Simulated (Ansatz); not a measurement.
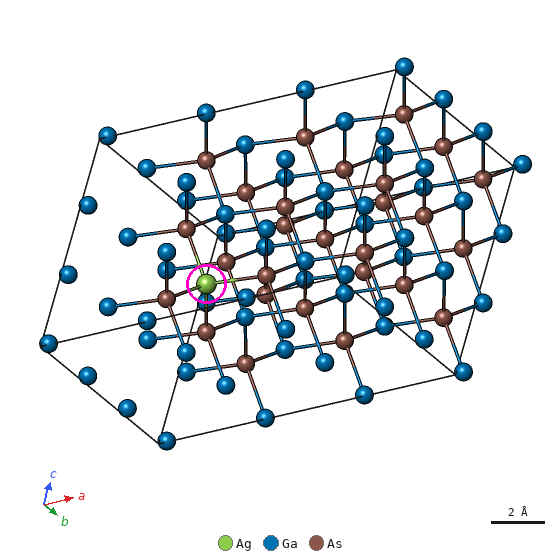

This ball-and-stick model is shown from a general direction. Atoms at the boundary of the supercell (the box) are drawn once for each face, edge or corner they touch. The host is GaAs, in a cell of 54 sites, and the cell carries a charge of -1. A ring marks the defect's site.

Question: Describe the defect.

Answer: Silver on a gallium site (a substitutional impurity). It is bonded to four As in a tetrahedral arrangement at about 2.5 Å.

The calculation used Ansatz, DFT LDA, scalar-relativistic, plane waves, PAW, with a cutoff energy of 420 eV, 2×2×2 k-mesh, Gaussian smearing of 0.02 eV, collinear spins.

Question: Is there a net spin in the supercell?

Answer: No net moment.

The atoms were relaxed in the host's cell with Ansatz 0.2.0, DFT LDA, scalar-relativistic, plane waves, PAW.
